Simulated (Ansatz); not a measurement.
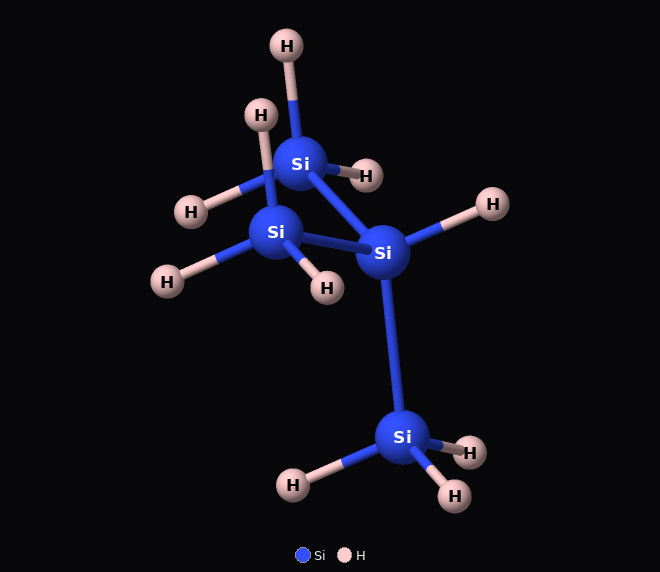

Sticks follow a distance rule. Harmonic vibrations computed with RKS PBE0-D4/def2-TZVP (Ansatz 0.2.0) at a stationary point of the same level.

> Minimum or transition state?

A minimum: no imaginary frequency, and the lowest mode lies at 74 cm⁻¹.

> List the wavenumbers.

36 modes: 74, 83, 83, 93, 93, 105, 352, 419, 419, 450, 450, 457, 566, 567, 568, 696, 696, 860, 860, 900, 932, 936, 936, 939, 939, 942, 2191, 2211, 2211, 2216, 2223, 2223, 2223, 2225, 2226, 2228 cm⁻¹.
